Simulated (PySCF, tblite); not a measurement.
# C₆H₇FO₂: dynamics, then NMR shifts on frames

How do NMR shifts of C₆H₇FO₂ (`COC1=C(F)CCC1=O`) change as the atoms move?

Programs: tblite 0.8.0 and PySCF 2.14.0, with density-fitted response routines of our own. Each step states its level of theory. These are calculated values for one molecule in the gas phase, unless marked as measured. Atoms count from 0, in the outputs and in this text.

**1. The starting structure**

16 atoms, charge 0, multiplicity 1; geometry from: GFN2-xTB.

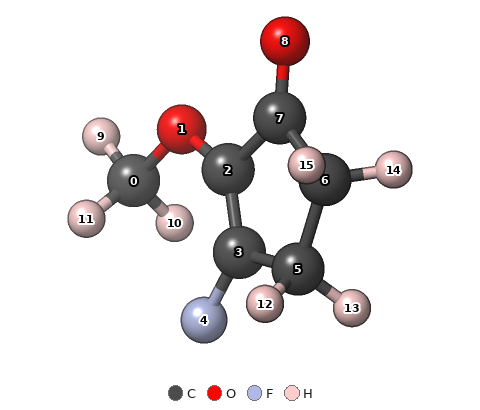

The starting geometry (carbon dark grey, oxygen red, fluorine light blue, hydrogen pink), atoms numbered.

**2. Thermal motion with GFN2-xTB**

The job: settings as JSON, then the geometry in Å.

```
{"job": {"kind": "md", "xc": "GFN2-xTB", "basis": "xTB", "temperature": 300, "steps": 2000, "every": 50, "frames": 5}, "charge": 0, "multiplicity": 1}
C      2.675472    -0.056268     0.361208
O      1.542716     0.624015     0.862310
C      0.347218     0.293924     0.345797
C     -0.027460    -0.588153    -0.594992
F      0.768382    -1.417294    -1.301043
C     -1.494940    -0.629777    -0.864643
C     -2.056635     0.417547     0.095560
C     -0.865901     0.986814     0.850149
O     -0.908546     1.839813     1.696438
H      3.528186     0.349499     0.901198
H      2.604904    -1.132281     0.542460
H      2.802486     0.119304    -0.710560
H     -1.700631    -0.392593    -1.911062
H     -1.892455    -1.629481    -0.674525
H     -2.761296    -0.004728     0.811762
H     -2.569099     1.228605    -0.421469
```

Level: GFN2-xTB Langevin dynamics, gas phase.

On the command line:

```console
> OMP_NUM_THREADS=1 python probes_run.py task.json out
```

The driver reads the jobs from task.json and runs them one after another.

What it wrote:

```text
t/fs     T/K      E/eV
    0.0   244.0   -796.07476
   25.0   123.8   -795.83464
   50.0   232.4   -795.83686
   75.0   235.5   -795.68252
  100.0   232.1   -795.61501
  125.0   185.7   -795.55255
  150.0   256.6   -795.66142
  175.0   301.6   -795.71768
  200.0   271.4   -795.57935
  225.0   203.5   -795.42253
  250.0   298.2   -795.67317
  275.0   267.6   -795.50889
  300.0   243.7   -795.44678
  325.0   210.6   -795.49354
  350.0   331.3   -795.70851
  375.0   263.4   -795.67866
  400.0   238.8   -795.67997
  425.0   227.1   -795.49245
  450.0   195.6   -795.38017
  475.0   364.9   -795.62808
  500.0   273.0   -795.59179
  525.0   253.9   -795.66062
  550.0   339.3   -795.66528
  575.0   356.4   -795.67322
  600.0   281.7   -795.46419
  625.0   435.5   -795.57022
  650.0   292.8   -795.58589
  675.0   313.4   -795.72080
  700.0   304.5   -795.44805
  725.0   268.0   -795.48112
  750.0   277.4   -795.36948
  775.0   368.1   -795.61743
  800.0   292.5   -795.37088
  825.0   306.8   -795.47975
  850.0   317.6   -795.61828
  875.0   257.0   -795.51249
  900.0   372.4   -795.56501
  925.0   284.5   -795.59744
  950.0   323.7   -795.44430
  975.0   307.8   -795.60526
 1000.0   296.8   -795.62136
```

Wall time 11 s (1 thread of INTEL XEON PLATINUM 8581C at 2.30GHz, shared host); peak memory 0.18 GiB.

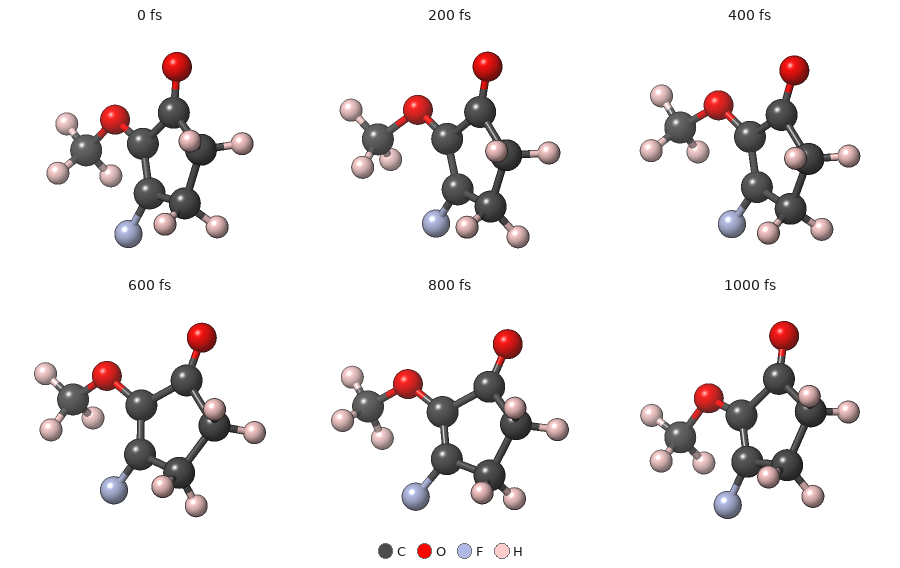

Frames of the run.

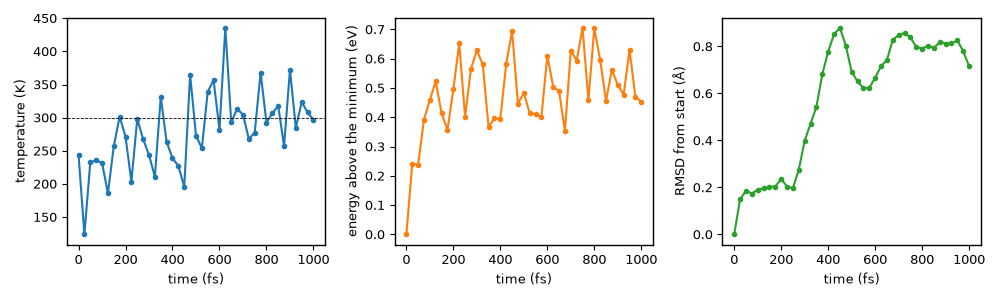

Temperature, potential energy and distance from the start.

Positions (Å) and forces (eV/Å) at 1000 fs:

```xyz
16

C     2.073   -0.020    0.947    0.633   -0.554    0.524
O     1.124    0.703    1.712    0.011   -0.461    0.179
C    -0.153    0.444    1.389   -0.308    1.285    1.185
C    -0.640   -0.268    0.400   -1.463   -0.673   -0.533
F     0.058   -1.119   -0.376   -0.413   -0.141   -0.503
C    -2.168   -0.257    0.326    1.199   -0.821   -0.048
C    -2.591    0.507    1.591    1.650   -0.871   -1.044
C    -1.320    1.047    2.200    1.311   -2.085   -2.422
O    -1.176    1.659    3.184   -0.009    1.741    2.323
H     2.117   -1.154    1.177   -0.221    1.700   -0.188
H     1.885    0.128   -0.117    0.191   -0.065    0.005
H     3.020    0.460    1.225   -0.072   -0.384   -0.152
H    -2.480    0.203   -0.605   -0.167    0.206   -0.068
H    -2.460   -1.317    0.279   -0.337    0.326    0.201
H    -3.018   -0.154    2.295   -0.653   -0.590    0.780
H    -3.226    1.291    1.354   -1.353    1.388   -0.240
```

**3. Nuclear shieldings: 250 fs, PBE0/pcSseg-1**

The job: settings as JSON, then the geometry in Å.

```
{"job": {"kind": "nmr", "xc": "PBE0", "basis": "pcSseg-1", "pop": false}, "charge": 0, "multiplicity": 1}
C      2.264700     0.535700     0.459500
O      0.994900     0.630900     1.176100
C     -0.066500     0.198300     0.519400
C     -0.329800    -0.828500    -0.322200
F      0.635600    -1.642600    -0.820200
C     -1.782100    -1.015100    -0.655200
C     -2.447000    -0.022600     0.283200
C     -1.387700     0.758000     1.013300
O     -1.624600     1.702100     1.730900
H      2.946200     1.154300     1.084100
H      2.541300    -0.528200     0.432700
H      2.181300     0.836100    -0.561800
H     -1.998600    -0.840700    -1.701900
H     -2.050700    -2.039000    -0.493100
H     -2.999900    -0.595800     1.059400
H     -3.049900     0.741700    -0.238500
```

Method: GIAO PBE0/pcSseg-1 NMR shielding, non-relativistic, gas phase.

What it wrote:

```text
coarse grid: 14120 points
cycle   1  E = -482.2393750081  dE =  1.580e+00  |g| = 9.929e-01  |ddm| = 3.729e+00
cycle   2  E = -481.4534854470  dE =  7.859e-01  |g| = 2.201e+00  |ddm| = 3.474e+00
cycle   3  E = -482.4211549940  dE = -9.677e-01  |g| = 2.256e-01  |ddm| = 2.730e+00
cycle   4  E = -482.4297744761  dE = -8.619e-03  |g| = 1.162e-01  |ddm| = 2.891e-01
cycle   5  E = -482.4320615459  dE = -2.287e-03  |g| = 2.854e-02  |ddm| = 1.058e-01
cycle   6  E = -482.4322109859  dE = -1.494e-04  |g| = 8.962e-03  |ddm| = 2.737e-02
cycle   7  E = -482.4322259746  dE = -1.499e-05  |g| = 2.196e-03  |ddm| = 8.968e-03
cycle   8  E = -482.4322270096  dE = -1.035e-06  |g| = 8.516e-04  |ddm| = 3.263e-03
final grid: 138872 points
cycle   9  E = -482.5143974091  dE = -1.761e-05  |g| = 1.554e-02  |ddm| = 3.127e-02
cycle  10  E = -482.5142707887  dE =  1.266e-04  |g| = 3.034e-02  |ddm| = 3.572e-02
cycle  11  E = -482.5144407901  dE = -1.700e-04  |g| = 3.000e-03  |ddm| = 2.676e-02
cycle  12  E = -482.5144426811  dE = -1.891e-06  |g| = 4.264e-04  |ddm| = 2.866e-03
cycle  13  E = -482.5144427069  dE = -2.573e-08  |g| = 1.754e-04  |ddm| = 4.965e-04
cycle  14  E = -482.5144427126  dE = -5.716e-09  |g| = 3.064e-05  |ddm| = 1.758e-04
cycle  15  E = -482.5144427128  dE = -1.841e-10  |g| = 1.187e-05  |ddm| = 3.719e-05
converged SCF energy = -482.5144427128

GIAO shielding tensors (ppm)
atom      isotropic    diamagn.    paramagn.     s11        s22        s33       span
  0 C      122.192     247.438    -125.246     89.617     96.578    180.380     90.764
  1 O      248.904     395.739    -146.836    143.598    266.233    336.881    193.283
  2 C       37.397     256.444    -219.047    -32.253     37.239    107.205    139.458
  3 C        7.301     251.743    -244.442    -60.446     23.855     58.493    118.939
  4 F      292.477     475.515    -183.038    219.896    244.578    412.956    193.060
  5 C      162.472     252.362     -89.891    152.759    157.021    177.635     24.875
  6 C      148.522     256.097    -107.575    130.273    142.887    172.406     42.133
  7 C      -18.288     247.986    -266.274   -103.690    -28.518     77.343    181.033
  8 O     -280.096     396.810    -676.906   -821.800   -379.926    361.437   1183.237
  9 H       26.894      27.842      -0.948     22.746     25.186     32.750     10.004
 10 H       26.902      29.912      -3.010     22.893     26.268     31.546      8.653
 11 H       28.442      31.320      -2.878     25.844     26.578     32.903      7.059
 12 H       29.284      29.797      -0.514     25.486     26.895     35.471      9.985
 13 H       29.590      29.598      -0.008     25.730     27.558     35.482      9.753
 14 H       28.631      27.840       0.791     24.186     27.662     34.045      9.859
 15 H       28.841      28.797       0.043     24.647     27.956     33.918      9.271
```

Run time: 22 s. Hardware: 1 thread of INTEL XEON PLATINUM 8581C at 2.30GHz, shared host; peak memory 0.84 GiB.

The references, computed at this level on geometries of the same kind, shield at (ppm): 1H TMS 31.72, 13C TMS 186.9, 19F CFCl3 170.9, 17O H2O 336.1. Their shielding less the atom's gives the shift. The references are single molecules in the gas phase, so shifts against H2O, NH3, PH3, H3PO4 or CFCl3 are not on the usual liquid scales and can be off by tens of ppm. Each atom is listed at this fixed geometry, with no averaging over motion; a spectrum would average atoms that exchange fast.

```
atoms                              environment  σ (ppm)  δ (ppm)
   C7                   ketone carbonyl carbon    -18.3    205.2
   C3               β carbon of a C=C–C=O unit      7.3    179.6
   C2             alkene carbon bearing oxygen     37.4    149.5
   C0                methyl carbon bonded to O    122.2     64.7
   C6                  sp3 CH2 α to a carbonyl    148.5     38.4
   C5                          allylic sp3 CH2    162.5     24.5
   H9  hydrogen on a methyl carbon bonded to O    26.89     4.82
  H10  hydrogen on a methyl carbon bonded to O    26.90     4.81
  H11  hydrogen on a methyl carbon bonded to O    28.44     3.27
  H14   hydrogen on an sp3 CH2 α to a carbonyl    28.63     3.09
  H15   hydrogen on an sp3 CH2 α to a carbonyl    28.84     2.88
  H12           hydrogen on an allylic sp3 CH2    29.28     2.43
  H13           hydrogen on an allylic sp3 CH2    29.59     2.13
   O8                            ketone oxygen   -280.1    616.2
   O1                             ether oxygen    248.9     87.2
   F4                         vinylic fluorine    292.5   -121.5
```

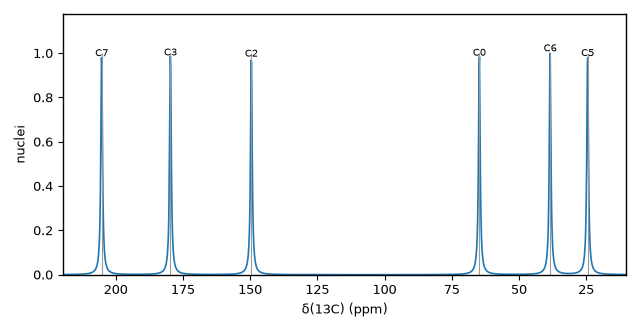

13C lines at the computed shifts, without couplings. Lines are broadened to a width of 0.72 ppm (Lorentzian).

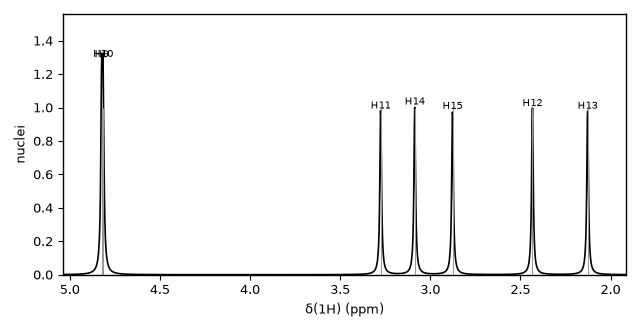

1H lines at the computed shifts, without couplings. Lines are broadened to a width of 0.01 ppm (Lorentzian).

Ring of atoms C2, C3, C5, C6, C7: NICS(0) -4.2, NICS(1) -3.7, NICS(1)zz -3.6 ppm (means of both faces).

**4. Nuclear shieldings: 425 fs, PBE0/pcSseg-1**

The job: settings as JSON, then the geometry in Å.

```
{"job": {"kind": "nmr", "xc": "PBE0", "basis": "pcSseg-1", "pop": false}, "charge": 0, "multiplicity": 1}
C      1.794700     0.214300     0.904700
O      0.619700     0.760700     1.405800
C     -0.483400     0.193500     0.942500
C     -0.684800    -0.916900     0.189600
F      0.319700    -1.668200    -0.383100
C     -2.061500    -1.249300    -0.193200
C     -2.851600    -0.040500     0.527500
C     -1.846100     0.621100     1.461800
O     -2.185800     1.405400     2.288900
H      1.784300    -0.864500     0.833500
H      2.134100     0.658200     0.018100
H      2.596800     0.458300     1.606700
H     -2.228300    -1.180800    -1.283900
H     -2.376700    -2.228000     0.187700
H     -3.811500    -0.461700     0.964000
H     -3.228700     0.714800    -0.176800
```

Level: GIAO PBE0/pcSseg-1 NMR shielding, non-relativistic, gas phase.

What it wrote:

```text
coarse grid: 14120 points
cycle   1  E = -482.2376029776  dE =  1.610e+00  |g| = 9.829e-01  |ddm| = 3.720e+00
cycle   2  E = -481.5127510656  dE =  7.249e-01  |g| = 2.142e+00  |ddm| = 3.317e+00
cycle   3  E = -482.4134704134  dE = -9.007e-01  |g| = 2.125e-01  |ddm| = 2.613e+00
cycle   4  E = -482.4210018964  dE = -7.531e-03  |g| = 1.129e-01  |ddm| = 2.762e-01
cycle   5  E = -482.4231723083  dE = -2.170e-03  |g| = 2.883e-02  |ddm| = 1.054e-01
cycle   6  E = -482.4233299381  dE = -1.576e-04  |g| = 9.776e-03  |ddm| = 3.286e-02
cycle   7  E = -482.4233500957  dE = -2.016e-05  |g| = 3.504e-03  |ddm| = 1.048e-02
cycle   8  E = -482.4233522592  dE = -2.164e-06  |g| = 1.094e-03  |ddm| = 3.829e-03
final grid: 138872 points
cycle   9  E = -482.5059978617  dE = -1.362e-05  |g| = 1.621e-02  |ddm| = 3.113e-02
cycle  10  E = -482.5058558968  dE =  1.420e-04  |g| = 3.167e-02  |ddm| = 3.769e-02
cycle  11  E = -482.5060459661  dE = -1.901e-04  |g| = 2.863e-03  |ddm| = 2.815e-02
cycle  12  E = -482.5060476720  dE = -1.706e-06  |g| = 4.342e-04  |ddm| = 2.710e-03
cycle  13  E = -482.5060476973  dE = -2.526e-08  |g| = 1.782e-04  |ddm| = 4.815e-04
cycle  14  E = -482.5060477030  dE = -5.670e-09  |g| = 3.573e-05  |ddm| = 1.733e-04
cycle  15  E = -482.5060477032  dE = -1.913e-10  |g| = 1.915e-05  |ddm| = 4.356e-05
converged SCF energy = -482.5060477032

GIAO shielding tensors (ppm)
atom      isotropic    diamagn.    paramagn.     s11        s22        s33       span
  0 C      135.852     244.509    -108.657    107.787    110.287    189.483     81.697
  1 O      254.792     393.756    -138.964    140.556    289.615    334.204    193.648
  2 C       38.632     254.401    -215.769    -29.429     40.959    104.366    133.795
  3 C       10.749     251.500    -240.751    -48.778     23.397     57.628    106.406
  4 F      271.328     476.675    -205.347    196.543    240.483    376.958    180.415
  5 C      158.706     250.830     -92.124    151.706    154.284    170.128     18.423
  6 C      145.257     254.277    -109.019    129.603    137.036    169.132     39.530
  7 C       -5.911     243.901    -249.812    -98.959      4.948     76.278    175.238
  8 O     -270.604     393.049    -663.652   -807.204   -362.207    357.600   1164.805
  9 H       27.136      30.677      -3.540     21.070     29.176     31.164     10.094
 10 H       28.860      31.945      -3.085     25.623     26.307     34.650      9.027
 11 H       28.044      28.057      -0.013     23.904     26.115     34.113     10.209
 12 H       28.558      29.199      -0.641     24.775     26.442     34.456      9.681
 13 H       28.798      28.042       0.756     24.903     26.690     34.800      9.897
 14 H       28.157      26.347       1.811     24.127     26.909     33.436      9.310
 15 H       28.957      29.631      -0.674     25.961     27.119     33.789      7.828
```

Wall time 22 s (1 thread of INTEL XEON PLATINUM 8581C at 2.30GHz, shared host); peak memory 0.83 GiB.

Key values: δ C7 192.8, C3 176.2, C2 148.3, C0 51.1, H9 4.58, H11 3.67 ppm.

[end of part 1 of 2]
